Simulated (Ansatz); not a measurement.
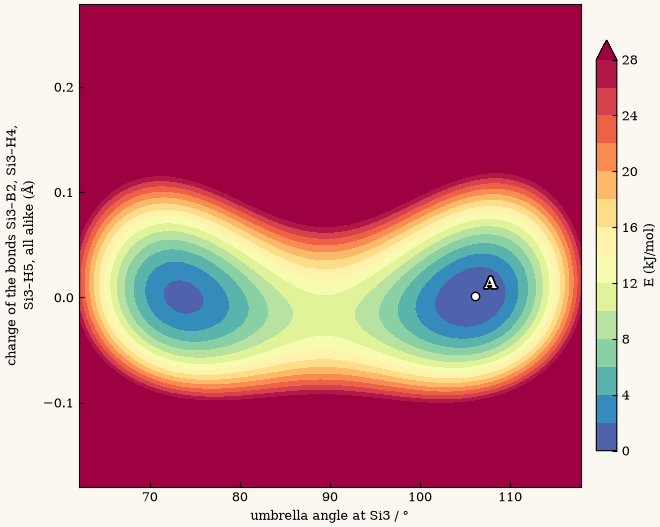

BH₂OSi, SMILES [O]B=[SiH2], spin multiplicity 2. The first coordinate is: umbrella angle at Si3 (between each of its bonds and their common axis; 90 is planar); the second: change of the bonds Si3–B2, Si3–H4, Si3–H5, all alike. Nothing is relaxed (all other coordinates rigid). Grid: 13 × 13 points. Points are written as (first, second). All energies are given in kJ/mol relative to the relaxed molecule at the same level. Level of theory: Ansatz 0.2.0, UKS B3LYP-D4/def2-TZVP.

In the figure: filled contours, one colour for all values above the top of the scale, the point A. Between grid points the surface is interpolated.

What is the easiest way out of the well at A, and how high is the barrier?

The easiest path leads from the well at about (106°, 0.00 Å) to the well at about (74°, 0.00 Å), about 1.3 kJ/mol higher. Its highest point lies about 11 kJ/mol above the bottom of the first well on the interpolated surface, at about (89°, −0.02 Å). Seen from the upper well the barrier is about 9.6 kJ/mol. The start is the relaxed structure and all else is held, so a fully relaxed path at this level can only be lower.

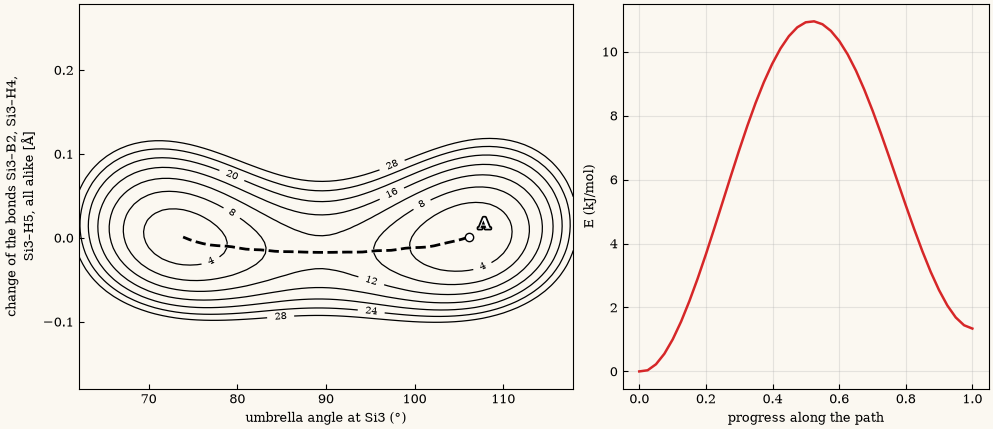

The picture shows contour lines labelled in kJ/mol (none above 28), a line along the lowest path, the energy along the path at the right. Between grid points the surface is interpolated.
